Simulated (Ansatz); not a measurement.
# H₄Sn···PH₃: what the fields show

| atom | x (Å) | y (Å) | z (Å) |
| --- | --- | --- | --- |
| Sn | 0.2991 | -0.0138 | -0.1240 |
| H | 0.2209 | -0.0743 | 1.6035 |
| H | 1.9207 | 0.0858 | -0.6642 |
| H | -0.5772 | 1.3564 | -0.6529 |
| H | -0.4208 | -1.4313 | -0.7536 |
| P | -3.0114 | 0.2226 | 1.4468 |
| H | -3.0174 | -0.8405 | 0.4892 |
| H | -3.4740 | -0.6333 | 2.5002 |
| H | -1.6405 | 0.0163 | 1.7751 |

Core potentials replace the inner electrons of Sn.

Method: Ansatz 0.2.0, RKS PBE0/def2-SVP.

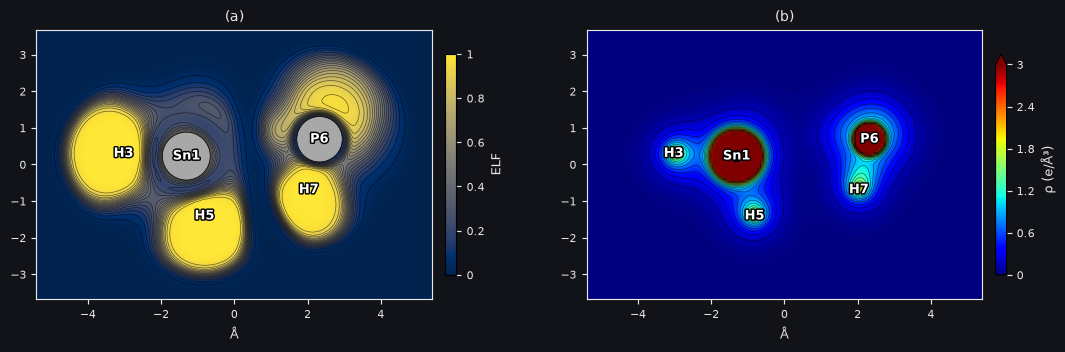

Figure 1. (a) electron localisation function; (b) electron density on the plane of atoms H3, Sn1 and H5. Grey discs cover the atomic cores in the ELF map.

**What does the map show?**

- Atoms in the plane: Sn, H and P.
- P–H (1.43 Å): ρ is about 1 e/Å³ halfway; the ELF climbs to about 1 towards the hydrogen, as it does in any bond to H.
- Sn–H (1.71 Å): ρ is about 1.1 e/Å³ halfway; the ELF climbs to about 1 towards the hydrogen.
- The ELF also peaks beside P6, away from the bonds: lone-pair regions.

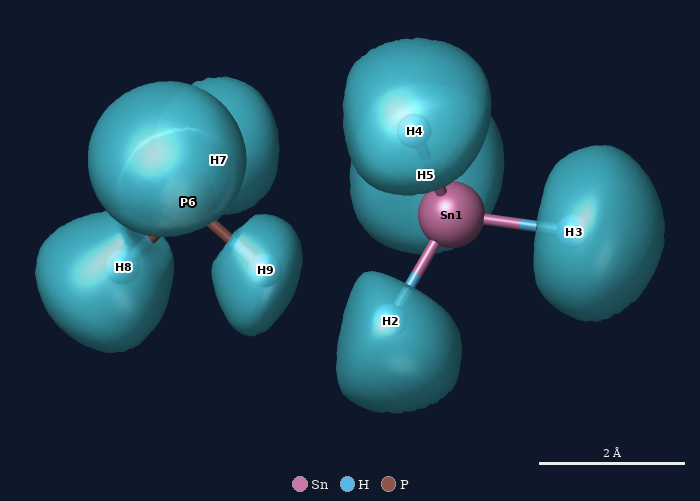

Figure 2. Isosurface of the ELF at 0.85 (cyan), seen at a tilt. Core shells and regions of very low density are left out.

**Describe the localisation domains.**

The surface consists of seven regions around hydrogen nuclei and one lobe on P, pointing away from the bonds (lone pairs). Along the contacts the grid gives the following. Sn1···H9 (2.71 Å): the ELF dips to about 0.10 between them. P–H (1.42 Å): the ELF climbs to about 1 towards the hydrogen.

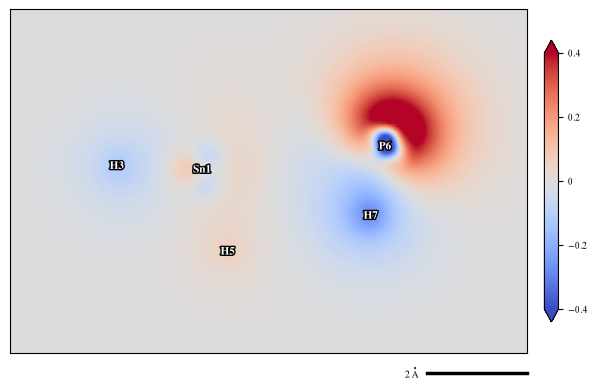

Figure 3. The HOMO on the plane of atoms H3, Sn1 and H5 (values in Å⁻³ᐟ²; the overall sign is arbitrary).

**What is the character of this orbital?**

By Hirshfeld shares it lies mainly on P6 (about 75 %); largely a lone pair of P6. Its energy is −7.68 eV.
